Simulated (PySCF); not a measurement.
C₅H₁₁OP

The calculation's input:

```
{"job": {"kind": "uv", "xc": "B3LYP", "basis": "def2-SVPD", "nstates": 8, "ntriplets": 3}, "charge": 0, "multiplicity": 1}
C      2.701359    -1.732959     1.120192
C      2.187349    -0.540180     0.873239
P      0.701051    -0.423767    -0.151344
O      0.217110    -1.697623    -0.684388
C     -0.515324     0.487420     0.880507
C     -1.883782     0.459311     0.213089
C     -1.861334     1.186449    -1.122558
H      3.579115    -1.884308     1.728178
H      2.232275    -2.609943     0.700916
H      2.611928     0.373987     1.262325
H      1.095057     0.495512    -1.126357
H     -0.549016    -0.031195     1.844808
H     -0.172192     1.509474     1.047929
H     -2.625549     0.911172     0.876754
H     -2.164833    -0.583289     0.046987
H     -1.532698     2.217205    -0.998693
H     -2.850878     1.191078    -1.573536
H     -1.178399     0.677974    -1.803024
```

Command:

```sh
OMP_NUM_THREADS=1 python probes_run.py task.json out
```

Geometry: GFN2-xTB.

These are results of B3LYP/def2-SVPD, SCF density, gas phase (PySCF), not measurements.

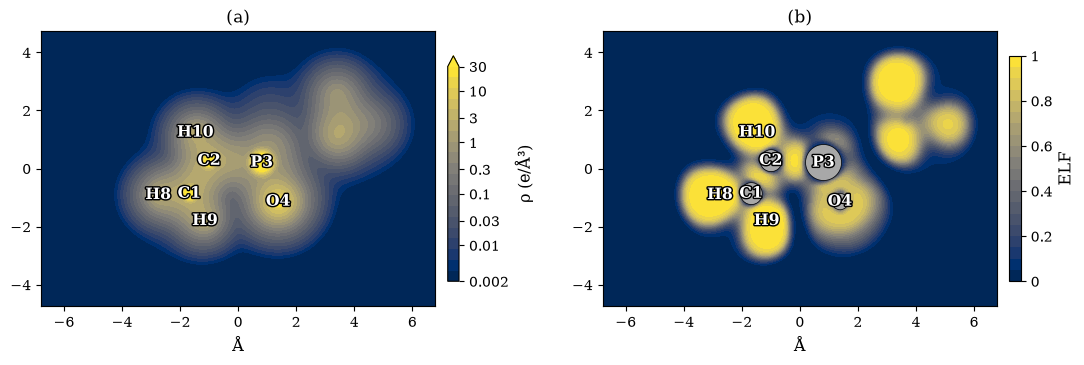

Figure 1. (a) electron density; (b) electron localisation function on the plane of atoms C1, C2 and P3. Grey discs cover the atomic cores in the ELF map.

What do the fields say about this system?

Answer.
- Atoms in the plane: C, P, O and H.
- C–C (1.32 Å): the density is about 2.3 e/Å³ at the midpoint; the ELF peaks at about 0.95 between the atoms; a multiple bond.
- P–O (1.46 Å): ρ is about 1.9 e/Å³ halfway; the ELF peaks at about 0.80 between the atoms, as expected for a polar covalent bond.
- C–P (1.81 Å): ρ at the midpoint is about 1.2 e/Å³; the ELF peaks at about 0.95 between the atoms; a shared electron pair.
- C–H (1.08 Å): ρ is about 2 e/Å³ halfway; the ELF climbs to about 1 towards the hydrogen, as it does in any bond to H; a covalent bond by its length.
- The ELF also peaks beside O4, away from the bonds: lone-pair regions.

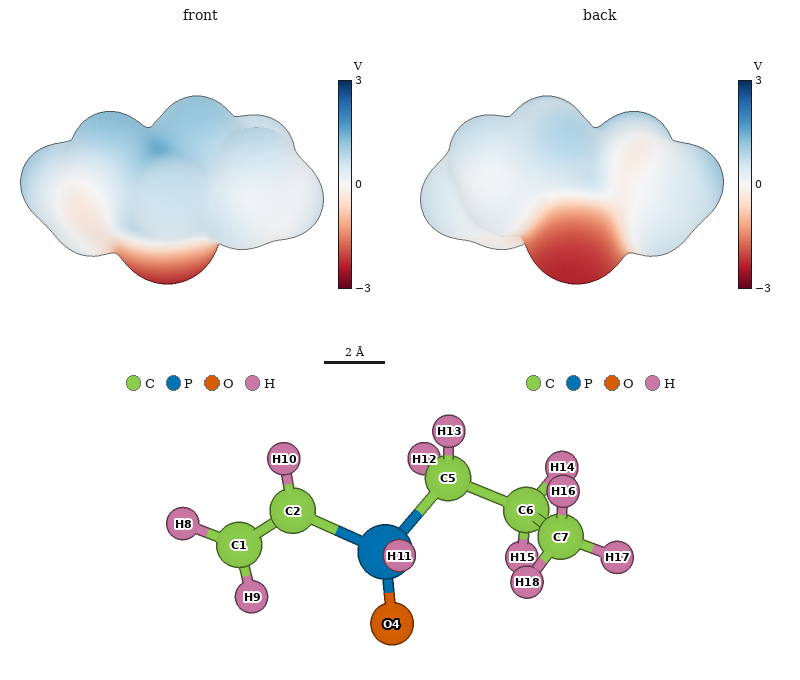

Figure 2. The molecular electrostatic potential painted on the density surface at 0.002 e/bohr³, seen from the front and from behind; red is negative and blue positive. The bare structure is drawn below in the same view.

Where is the surface potential most negative and most positive?

Answer. The most negative region (about −2.3 V) lies over O4, the most positive (about +1.4 V) over C2 and P3. O4 is the likeliest acceptor of a hydrogen bond.

What dipole moment does the calculation give?

Answer. Its dipole moment is 3.73 D.
